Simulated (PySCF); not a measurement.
```xyz
16

C     3.4708   -0.6954   -0.8337
C     2.3925    0.1793   -0.4083
C     1.5163    0.9237   -0.0575
B     0.3817    1.8928    0.3914
N    -0.8135    1.0386    0.4569
C    -1.6721    0.2737    0.4742
C    -2.7696   -0.6609    0.4757
C    -4.0065    0.0275    0.1562
N    -4.9777    0.5713   -0.0921
H     3.3897   -0.9037   -1.9017
H     3.4312   -1.6393   -0.2874
H     4.4338   -0.2210   -0.6420
H     0.1327    2.7299   -0.4211
H     0.5387    2.3298    1.4897
H    -2.8663   -1.1291    1.4627
H    -2.5892   -1.4406   -0.2743
```

Geometry: GFN2-xTB.

The calculation used PySCF, wB97X-D/def2-SVPD, SCF density, gas phase.

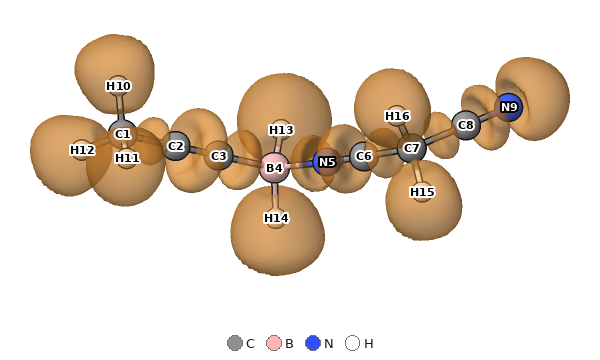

C6H7BN2 (SMILES CC#C[BH2-][N+]#CCC#N). Isosurface of the electron localisation function at 0.8 (orange), seen from one side. Only the valence region is drawn (cores and ρ < 0.01 e/Å³ removed).

### What do the ELF domains correspond to?

The surface consists of one region between bonded B–C atoms (shared pairs), one region between bonded B–N atoms (shared pairs), four regions between bonded C–C atoms (shared pairs), two regions between bonded C–N atoms (shared pairs), seven regions around hydrogen nuclei and one lobe on N, pointing away from the bonds (lone pairs). Profiles from the grid: C–N (1.14 Å): the ELF peaks at about 0.85 between the atoms; a short, multiple covalent bond. C–C (1.20 Å): the ELF peaks at about 0.85 between the atoms (a multiple bond).
